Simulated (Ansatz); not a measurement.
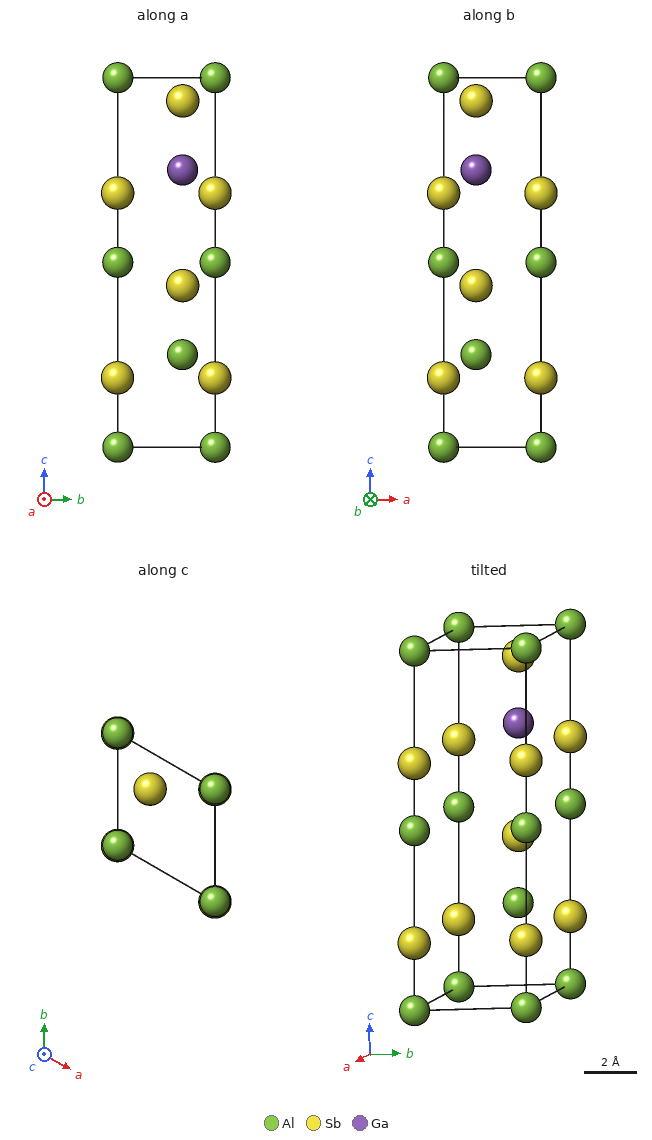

Spheres-only representation of a periodic structure, projected along the a axis, along the b axis, along the c axis and slightly off an axis. One unit cell is framed, with atoms on its boundary repeated.

Lattice parameters: a = 4.392 Å, b = 4.391 Å, c = 14.424 Å, α = 90.05°, β = 89.99°, γ = 120.05°. Put a along x and b in the xy plane.

### Reconstruct the structure as a POSCAR file, with free fractional coordinates to two decimals.

```
Al Sb Ga
1.0
     4.392    0.000    0.000
    -2.199    3.800    0.000
     0.003   -0.012   14.424
Al Sb Ga
3 4 1
Direct
  0.33 0.67 0.25
  0.00 0.00 0.00
  0.00 0.00 0.50
  0.33 0.67 0.44
  0.33 0.67 0.94
  0.00 0.00 0.19
  0.00 0.00 0.69
  0.33 0.67 0.75
```

The model was built from a structure type filled with these elements by a generator (whether the compound takes this form wasn't checked). It is drawn as it came out of a relaxation with DFT PBE, scalar-relativistic, plane waves, PAW in Ansatz 0.2.0.
